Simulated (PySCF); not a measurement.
Consider C4H9FSi3.

The calculation's input:

```
{"job": {"kind": "uv", "xc": "CAM-B3LYP", "basis": "def2-SVPD", "nstates": 8, "ntriplets": 3}, "charge": 0, "multiplicity": 1}
F     -2.145758    -2.379455    -0.075401
Si    -2.630900    -0.865896     0.235840
C     -1.646347    -0.115501     1.687843
Si    -0.696411     1.068928     0.501546
C      1.089168     0.625902     0.329010
C      2.251946     0.304925     0.218108
Si     4.024723    -0.194212     0.049798
C     -1.781264     0.379735    -0.933319
H     -4.078069    -0.979457     0.288529
H     -2.251630     0.393896     2.432929
H     -1.020084    -0.823095     2.225023
H     -0.840202     2.502263     0.780966
H      4.135337    -1.129933    -1.071877
H      4.439871    -0.832501     1.301999
H      4.817216     1.013011    -0.203077
H     -2.448398     1.113979    -1.376410
H     -1.226194    -0.070557    -1.751955
```

Launched as:

```sh
OMP_NUM_THREADS=1 python probes_run.py task.json out
```

Geometry: GFN2-xTB.

All numbers below come from PySCF 2.14.0, CAM-B3LYP/def2-SVPD, SCF density, gas phase.

### What can the converged electron density and electron localisation function tell about the bonding?

C–C (1.21 Å): the density is about 2.8 e/Å³ at the midpoint; the ELF peaks at about 0.90 between the atoms: a multiple bond.
Si–F (1.62 Å): ρ is about 1 e/Å³ halfway; the ELF peaks at about 0.85 in the valence shell of F, 0.6 Å from its nucleus, and is about 0.45 at the midpoint.
C–Si (1.85 Å): ρ is about 0.95 e/Å³ halfway; the ELF peaks at about 1 between the atoms: a shared electron pair.
Si–H (1.45 Å): the density is about 0.82 e/Å³ at the midpoint; the ELF climbs to about 1 towards the hydrogen, as it does in any bond to H.

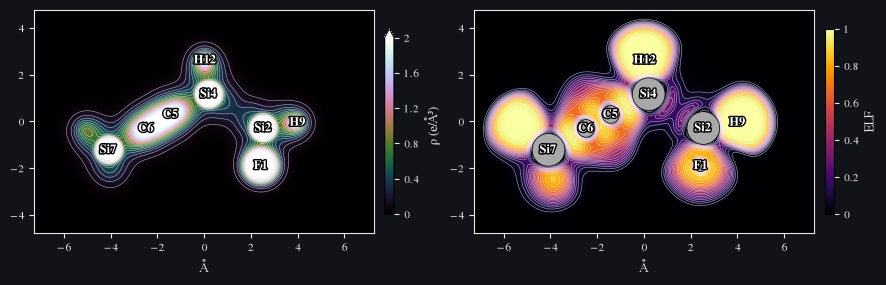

Computed electron density and electron localisation function on the plane of atoms F1, Si2 and H9, in this order. Grey discs cover the atomic cores in the ELF map. 
